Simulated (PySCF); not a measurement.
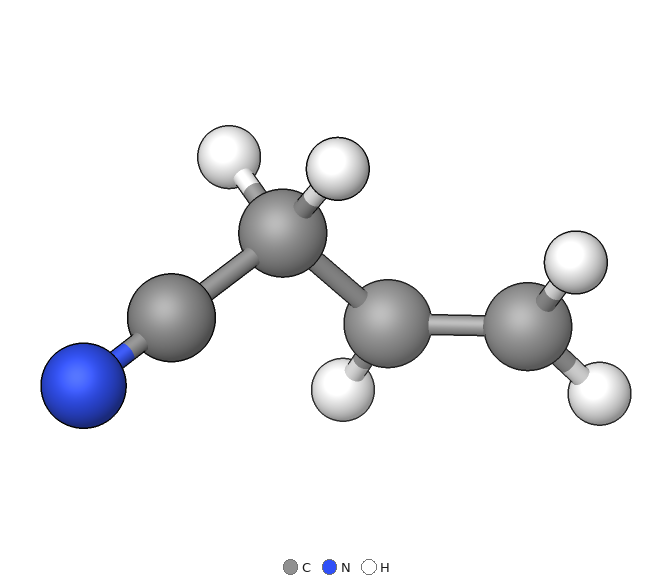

The computed structure is the end point of a PBE0-D3(BJ)/def2-SVP optimisation. No frequency run is at hand to confirm it as a minimum.

What does the picture show?

It has 10 atoms: 4 carbon, 5 hydrogen and 1 nitrogen (C4H5N). SMILES: `C=CCC#N`. It has no ring. Among its groups: nitrile, alkene. The point group is C1. Coordination: 2 C trigonal planar; 1 C tetrahedral; 1 C linear.

More results for the same structure follow; atom numbers are the same in all pictures, views and colours differ.

### Geometry

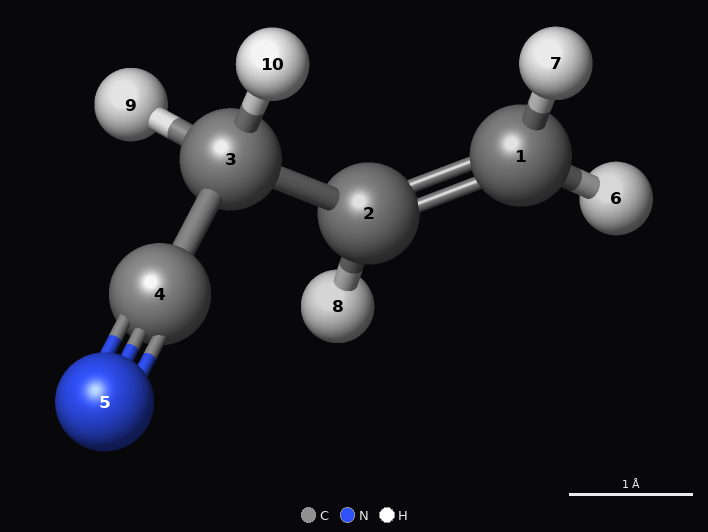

Numbered structure. No frequency run is at hand to confirm it as a minimum.

Give these bond angles: C2–C1–H6, C2–C1–H7, C1–C2–C3, C1–C2–H8, C3–C2–H8, C2–C3–C4, C2–C3–H9, C2–C3–H10, C4–C3–H9, C4–C3–H10, C3–C4–N5.

```tsv
angle	degrees
C2–C1–H6	121.0
C2–C1–H7	121.8
C1–C2–C3	124.1
C1–C2–H8	120.0
C3–C2–H8	115.9
C2–C3–C4	112.7
C2–C3–H9	110.4
C2–C3–H10	110.7
C4–C3–H9	107.4
C4–C3–H10	108.5
C3–C4–N5	179.4
```

### Spin–spin coupling

No frequency run is at hand to confirm it as a minimum. Level of theory: B3LYP/pcJ-1 indirect spin-spin coupling, non-relativistic, gas phase (PySCF 2.14.0). Isotopes: 13C, 1H, 15N.

Give the spin–spin coupling constants of these pairs, with the number of bonds between them: C4/N5, C3/N5, C2/N5, N5/H9, N5/H10.

```tsv
pair	bonds apart	J (Hz)
C4, N5	1	−18.3
C3, N5	2	3.4
C2, N5	3	−0.7
N5, H9	3	−1.6
N5, H10	3	−1.6
```

### NMR shielding

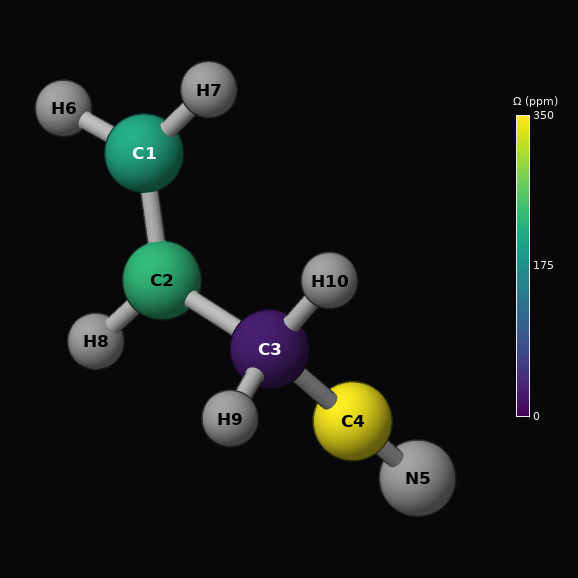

The C atoms are coloured by the span of their shielding tensor. No frequency run is at hand to confirm it as a minimum. Method: GIAO PBE0/pcSseg-1 NMR shielding, non-relativistic, gas phase (PySCF 2.14.0). Principal shieldings σ11 ≤ σ22 ≤ σ33, span Ω = σ33 − σ11, skew κ = 3(σiso − σ22)/Ω.

Which C atom has the most anisotropic shielding?

Answer. C4, with a span of 345 ppm.

Give the shielding tensors of the C atoms.

| atom | σ11 | σ22 | σ33 | σiso | Ω | κ |
| --- | --- | --- | --- | --- | --- | --- |
| C1 | −60.2 | 72.2 | 154.1 | 55.4 | 214.4 | −0.24 |
| C2 | −74.4 | 60.2 | 155.7 | 47.2 | 230.1 | −0.17 |
| C3 | 146.2 | 157.6 | 176.2 | 160.0 | 29.9 | 0.24 |
| C4 | −52.4 | −50.8 | 292.7 | 63.2 | 345.1 | 0.99 |

Shieldings and span in ppm.

### Electronic properties

No frequency run is at hand to confirm it as a minimum. Method: B3LYP/pcJ-1, gas phase (PySCF 2.14.0).

Computed properties:

- dipole moment: 3.97 D
- HOMO energy (Kohn–Sham orbital): −8.02 eV
- LUMO energy (Kohn–Sham orbital): −0.66 eV
- HOMO–LUMO gap: 7.36 eV

### Charges

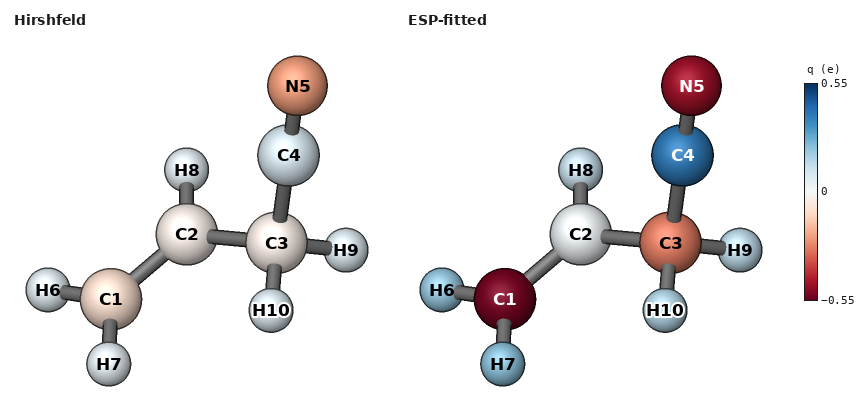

Atomic charges of one calculation by 2 schemes, on one colour scale. No frequency run is at hand to confirm it as a minimum. Computed with PBE0/pcSseg-1 (PySCF 2.14.0).

Which scheme gives the most polar picture (largest mean size of the charges)?

Answer. The ESP-fitted charges are the largest in size here.

On which atom do the schemes disagree most?

Answer. On C1 (from −0.53 to −0.09 e).

List the charges (e), one line for each set of equivalent atoms.

```csv
atom,Hirshfeld,ESP-fitted
C1,−0.09,−0.53
C2,−0.03,0.03
C3,−0.04,−0.28
C4,0.08,0.39
N5,−0.23,−0.47
H6,0.06,0.21
H7,0.05,0.23
H8,0.05,0.12
H9,0.07,0.14
H10,0.07,0.16
```
